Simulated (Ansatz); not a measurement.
Frozen-phonon scan for GaP (zinc blende)

Starting cell, GaP (zinc blende):

```xyz
2
Lattice="0.0000 2.7530 2.7530 2.7530 0.0000 2.7530 2.7530 2.7530 0.0000" Properties=species:S:1:pos:R:3 pbc="T T T"
P      4.1295     4.1295     4.1295
Ga     0.0000     0.0000     0.0000
```

The atoms are displaced by Q × the pattern below (from a DFPT mode at Γ, largest move 1; Q in Å), at fixed cell. It is one choice among 3 degenerate patterns.

```
atom      x      y       z
----  -----  -----  ------
P1    0.000  0.000   1.000
Ga2   0.000  0.000  -0.444
```

Computed with PBE (plane waves to 420 eV, PAW, scalar-relativistic; Ansatz, a quantum-chemistry and plane-wave program). k mesh 10×10×10 (Γ-centred), Fermi-Dirac smearing 0.05 eV. The energy includes the smearing's −TS. GaP was relaxed with its symmetry unable to fall. The zero of ΔE is the undisplaced structure.

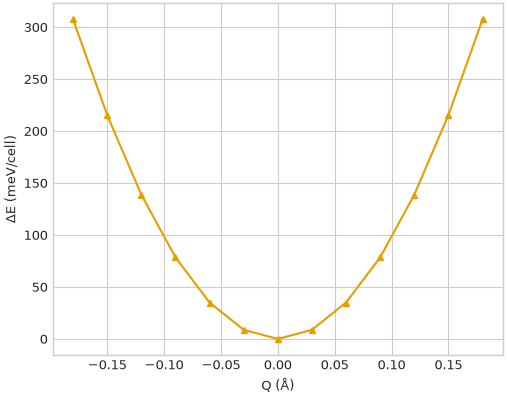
Figure: ΔE (meV/cell) against Q (Å); one marker a computed point.

The energy at Q = 0.180 Å is 308 meV/cell. Wavenumber by perturbation theory (DFPT, on another k mesh): 345 cm⁻¹. Symmetry of the curve: even: the same for both signs. Harmonic wavenumber from the curvature (finite differences): 345 cm⁻¹. Space group of the distorted cell: Imm2 (No. 44), lowered from F-43m.

E″ = 19.53 eV/Å², M = Σ mᵢ|uᵢ|² = 44.7 u, ν̃ = 521.5·√(|E″|/M).

(A displaced cell: forces are minus the slopes of the energy, force constants its curvatures, and phonons follow from these.)
